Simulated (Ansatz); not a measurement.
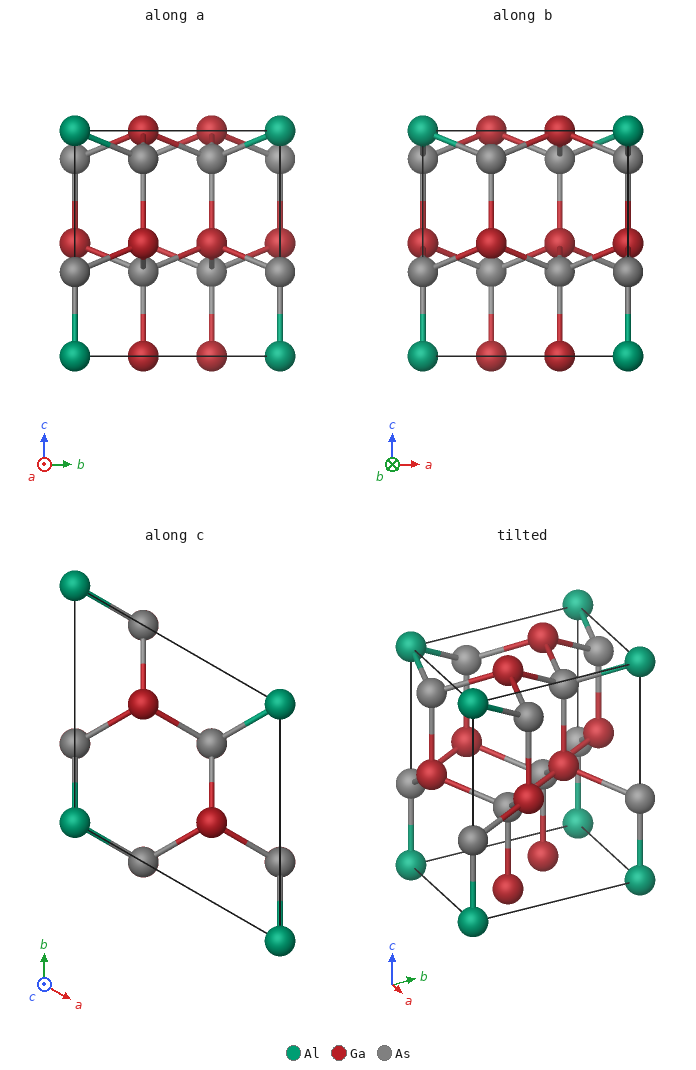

Shown here is a ball-and-stick view of the crystal, taken along the a axis, along the b axis, along the c axis and slightly off an axis. The edges of the conventional unit cell are marked.

Lattice parameters: a = 7.0108 Å, b = 7.0108 Å, c = 6.6713 Å, α = 90.000°, β = 90.000°, γ = 120.000°.

Transcribe the picture into a CIF with its space group and independent sites, with free fractional coordinates to two decimals.

```cif
data_structure
_symmetry_space_group_name_H-M 'P 3 1 m'
_symmetry_Int_Tables_number 157
_cell_length_a 7.0108
_cell_length_b 7.0108
_cell_length_c 6.6713
_cell_angle_alpha 90.000
_cell_angle_beta 90.000
_cell_angle_gamma 120.000
_cell_volume 283.97
loop_
_atom_site_label
_atom_site_type_symbol
_atom_site_symmetry_multiplicity
_atom_site_Wyckoff_symbol
_atom_site_fract_x
_atom_site_fract_y
_atom_site_fract_z
_atom_site_occupancy
Al1 Al 1 a 0.00 0.00 0.00 1
Ga1 Ga 2 b 0.6667 0.3333 0.00 1
Ga2 Ga 3 c 0.33 0.00 0.50 1
As1 As 1 a 0.00 0.00 0.37 1
As2 As 2 b 0.6667 0.3333 0.38 1
As3 As 3 c 0.33 0.00 0.88 1
```

The structure was taken from a structure type filled with these elements by a generator (whether the compound takes this form wasn't checked). Earlier steps of the study may have refined or changed the cell and positions. Ansatz was used for an electronic-structure calculation on it.
